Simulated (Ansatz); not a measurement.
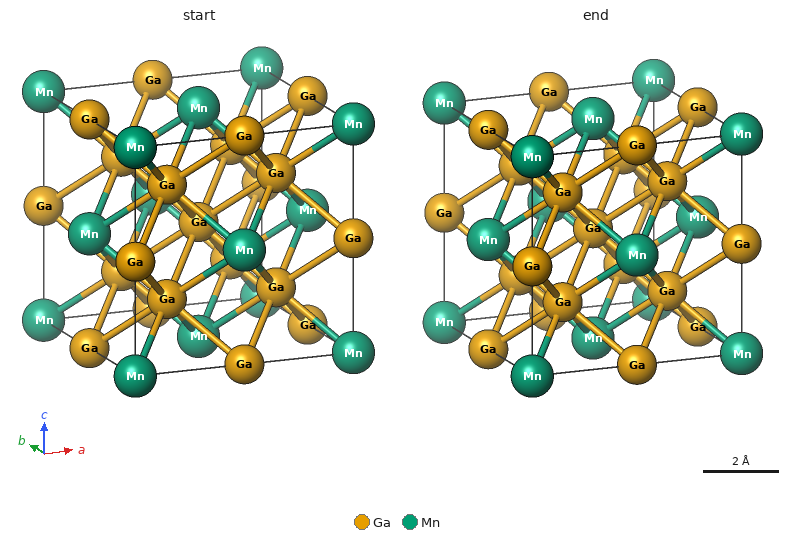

The structure of solid MnGa3 (built on the BiF3 (D0 type) before (left) and after (right) a relaxation, at one scale.

Style: ball-and-stick. Shown: the conventional cell (4 times the calculation's cell), slightly off an axis. Lengths and directions refer to the drawn axes.

Case: no spin polarisation.

Level of theory: DFT PBEsol, scalar-relativistic, plane waves, PAW in Ansatz 0.2.0.

Input file:
```yaml
crystal:
  lattice:
    - [0.0, 3.1769426454, 3.1769426454]
    - [3.1769426454, 0.0, 3.1769426454]
    - [3.1769426454, 3.1769426454, 0.0]
  atoms:
    - { symbol: Ga, position: [0.25, 0.25, 0.25] }
    - { symbol: Ga, position: [0.75, 0.75, 0.75] }
    - { symbol: Ga, position: [0.5, 0.5, 0.5] }
    - { symbol: Mn, position: [0.0, 0.0, 0.0] }
basis:
  ecutwfc: 420
kpoints:
  mp_grid: { grid: [12, 12, 12] }
hamiltonian:
  xc: pbesol
scf:
  occupations: { method: gaussian, width: 0.1 }
  lower_state_search: "off"
output:
  forces: true
  stress: true
  eigenvalues: true
relax:
  adjacent_minimum: "off"
  f_tol: 0.01
  max_steps: 60
  cell: { stress_tol: 0.05 }
```

Run as
```bash
ansatz run input.yaml --threads 1 --pin off --max-ram 2560MiB --backend cpu --events-out ev --progress --plain --runs-dir out
```

**Describe what moved and what it gained.**

Over 3 accepted moves (4 points after the start) the energy falls by 65.7 meV per atom. All forces vanish by symmetry, so only the cell relaxes. The pressure goes from −9.95 to −0.01 GPa. At 1 point the geometry stayed and the basis and grid were re-selected for the new cell (energy shift of 0.6 meV per atom at most each time). No atom moves by more than 0.005 Å relative to the cell. The volume changes by −11.7 %, with a = b = c 6.354 → 6.097 Å (−4.0 %). Among the contacts that change: Ga1–Ga3 2.751 → 2.640 Å, Ga1–Mn4 2.751 → 2.640 Å. The space group stays Fm-3m (No. 225).

Limits of the set-up: an element that often carries a moment was run without spin polarisation.
